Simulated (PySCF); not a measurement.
# C2H2FGe (SMILES C#[C][GeH][F]) at USVWN5/cc-pVDZ

Aim: the energy change on altering one bond length of C2H2FGe at USVWN5/cc-pVDZ, from 2 runs. The job is set up through a Python script.

The results are computed with PySCF 2.14.0.

2 further runs of the same task are left out: 2 set aside as unsound or not needed.

**1. Starting point**

C2H2FGe: 6 atoms, total charge 0, spin state doublet. As SMILES, `C#[C][GeH][F]`. The shape is that of a PBE0-D4/def2-TZVP optimisation.

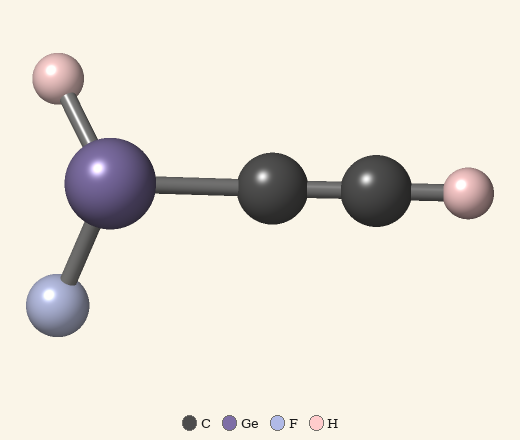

Viewed from a chosen angle; carbon dark grey, germanium purple, fluorine light blue, hydrogen pink.

**2. The energy at USVWN5/cc-pVDZ**

job.py

```python
# C#[C][GeH][F]
from pyscf import gto, dft

mol = gto.M(
    atom='''
C   -0.259200   0.074500  -1.769000
C    0.006200   0.034600  -0.591400
Ge   0.661100  -0.021100   1.180400
F   -0.021800  -1.442400   1.919600
H   -0.516900   0.107000  -2.803300
H    0.172500   1.183400   2.017600
''',
    max_memory=1860,
    spin=1,
    charge=0,
    verbose=3,
    basis='cc-pvdz',
)

mf = dft.UKS(mol, xc='svwn')
mf.grids.level = 5
mf.conv_tol = 1e-10
mf.kernel()
if not mf.converged:
    mf = mf.newton().run(mf.mo_coeff, mf.mo_occ)

e_tot = mf.e_tot
print('E = %.10f Eh' % e_tot)
```

On the command line:

```console
$ OMP_NUM_THREADS=1 python job.py
```

The log of the run:

```text
converged SCF energy = -2249.64216783756  <S^2> = 0.75092188  2S+1 = 2.0009217
E = -2249.6421678376 Eh
```

Wall time 18 s (1 thread of Arm Neoverse V2, shared host); peak memory 0.26 GiB.

**3. The distorted shape at the same level**

job.py

```python
from pyscf import gto, dft

mol = gto.Mole()
mol.atom = '''
C     -0.112633    -0.286817    -2.020137
C      0.152767    -0.326717    -0.842537
Ge     0.807667    -0.382417     0.929263
F      0.124767    -1.803717     1.668463
H     -0.370333    -0.254317    -3.054437
H      0.172500     1.183400     2.017600
'''
mol.basis = 'cc-pvdz'
mol.verbose = 4
mol.spin = 1
mol.max_memory = 1860
mol.charge = 0
mol.build()

calc0 = dft.UKS(mol)
calc0.xc = 'svwn'
calc0.grids.level = 5
calc0.conv_tol = 1e-10
calc0.kernel()
if not calc0.converged:
    calc0 = calc0.newton().run(calc0.mo_coeff, calc0.mo_occ)

etot = calc0.e_tot
print('E = %.10f Eh' % etot)
```

On the command line:

```console
$ OMP_NUM_THREADS=1 python job.py
```

The log of the run:

```text
PySCF version 2.14.0

[INPUT] num. atoms = 6
[INPUT] num. electrons = 55
[INPUT] charge = 0
[INPUT] spin (= nelec alpha-beta = 2S) = 1
[INPUT] symmetry False subgroup None
[INPUT] Mole.unit = angstrom
[INPUT] Symbol           X                Y                Z      unit          X                Y                Z       unit  Magmom
[INPUT]  1 C     -0.112633000000  -0.286817000000  -2.020137000000 AA   -0.212845522588  -0.542005577869  -3.817505664100 Bohr   0.0
[INPUT]  2 C      0.152767000000  -0.326717000000  -0.842537000000 AA    0.288687790871  -0.617405650240  -1.592164179813 Bohr   0.0
[INPUT]  3 Ge     0.807667000000  -0.382417000000   0.929263000000 AA    1.526269429849  -0.722663395378   1.756052567692 Bohr   0.0
[INPUT]  4 F      0.124767000000  -1.803717000000   1.668463000000 AA    0.235775459384  -3.408531136222   3.152938118970 Bohr   0.0
[INPUT]  5 H     -0.370333000000  -0.254317000000  -3.054437000000 AA   -0.699827944889  -0.480589478821  -5.772049394738 Bohr   0.0
[INPUT]  6 H      0.172500000000   1.183400000000   2.017600000000 AA    0.325977756487   2.236301895810   3.812711428922 Bohr   0.0

nuclear repulsion = 228.106975304718
number of shells = 27
number of NR pGTOs = 169
number of NR cGTOs = 79
basis = cc-pvdz
ecp = {}

******** <class 'pyscf.dft.uks.UKS'> ********
method = UKS
initial guess = minao
damping factor = 0
level_shift factor = 0
DIIS = <class 'pyscf.scf.diis.CDIIS'>
diis_start_cycle = 1
diis_space = 8
diis_damp = 0
SCF conv_tol = 1e-10
SCF conv_tol_grad = None
SCF max_cycles = 50
direct_scf = True
direct_scf_tol = 1e-13
number electrons alpha = 28  beta = 27
XC library pyscf.dft.libxc version 7.0.0
    S. Lehtola, C. Steigemann, M. J.T. Oliveira, and M. A.L. Marques.,  SoftwareX 7, 1–5 (2018)
XC functionals = svwn
    P. A. M. Dirac.,  Math. Proc. Cambridge Philos. Soc. 26, 376 (1930)
    F. Bloch.,  Z. Phys. 57, 545 (1929)
    S. H. Vosko, L. Wilk, and M. Nusair.,  Can. J. Phys. 58, 1200 (1980)
radial grids:
    Treutler-Ahlrichs [JCP 102, 346 (1995); DOI:10.1063/1.469408] (M4) radial grids

becke partition: Becke, JCP 88, 2547 (1988); DOI:10.1063/1.454033
pruning grids: <function nwchem_prune>
grids dens level: 5
symmetrized grids: False
atomic radii adjust function: <function treutler_atomic_radii_adjust>
small_rho_cutoff = 0
Set gradient conv threshold to 1e-05
tot grids = 221656
init E= -2249.25937038315
[... the frontier-level lines of each cycle are left out ...]

cycle= 1 E= -2249.48786099765  delta_E= -0.228  |g|= 0.532  |ddm|= 1.77
cycle= 2 E= -2248.07716284263  delta_E= 1.41  |g|= 1.91  |ddm|= 1.73
cycle= 3 E= -2249.54992209635  delta_E= -1.47  |g|= 0.315  |ddm|= 1.46
cycle= 4 E= -2249.60383248264  delta_E= -0.0539  |g|= 0.136  |ddm|= 0.48
cycle= 5 E= -2249.61047281879  delta_E= -0.00664  |g|= 0.0877  |ddm|= 0.186
cycle= 6 E= -2249.61436578724  delta_E= -0.00389  |g|= 0.0251  |ddm|= 0.0746
cycle= 7 E= -2249.61468934638  delta_E= -0.000324  |g|= 0.00717  |ddm|= 0.0345
cycle= 8 E= -2249.61473746331  delta_E= -4.81e-05  |g|= 0.00287  |ddm|= 0.0179
cycle= 9 E= -2249.61474670019  delta_E= -9.24e-06  |g|= 0.000589  |ddm|= 0.00559
cycle= 10 E= -2249.6147469494  delta_E= -2.49e-07  |g|= 0.000115  |ddm|= 0.000736
cycle= 11 E= -2249.61474697179  delta_E= -2.24e-08  |g|= 7.3e-05  |ddm|= 0.000372
cycle= 12 E= -2249.61474697656  delta_E= -4.77e-09  |g|= 1.32e-05  |ddm|= 0.000138
cycle= 13 E= -2249.61474697673  delta_E= -1.64e-10  |g|= 5.12e-06  |ddm|= 3.27e-05
cycle= 14 E= -2249.61474697675  delta_E= -2.18e-11  |g|= 9.89e-07  |ddm|= 9.5e-06
Extra cycle  E= -2249.61474697675  delta_E= -7.28e-12  |g|= 3.42e-06  |ddm|= 3.52e-06
converged SCF energy = -2249.61474697675  <S^2> = 0.75360123  2S+1 = 2.003598
E = -2249.6147469768 Eh
```

Wall time 19 s (1 thread of Arm Neoverse V2, shared host); peak memory 0.26 GiB.

**4. What came out**

Level: USVWN5/cc-pVDZ.

| quantity | value |
| --- | --- |
| first shape: total energy | -2249.64217 Eh |
| first shape: dipole moment | 2.03 D |
| first shape: HOMO energy (highest over α and β) | -5.43 eV |
| first shape: LUMO energy (lowest over α and β) | -4.51 eV |
| first shape: ⟨S²⟩ | 0.751 |
| distorted shape: total energy | -2249.61475 Eh |
| distorted shape: dipole moment | 2.14 D |
| distorted shape: HOMO energy (highest over α and β) | -5.65 eV |
| distorted shape: LUMO energy (lowest over α and β) | -4.77 eV |
| distorted shape: ⟨S²⟩ | 0.754 |
| energy change with the Ge3–H6 bond stretched from 1.546 to 2.010 Å | 0.746 eV |

With the Ge3–H6 bond stretched from 1.546 to 2.010 Å the energy rises by 0.75 eV (72.0 kJ/mol). The first shape isn't relaxed at this level, so the change isn't measured from a minimum. Mulliken charges (distorted shape) run from -0.28 on F4 to +0.32 on Ge3.
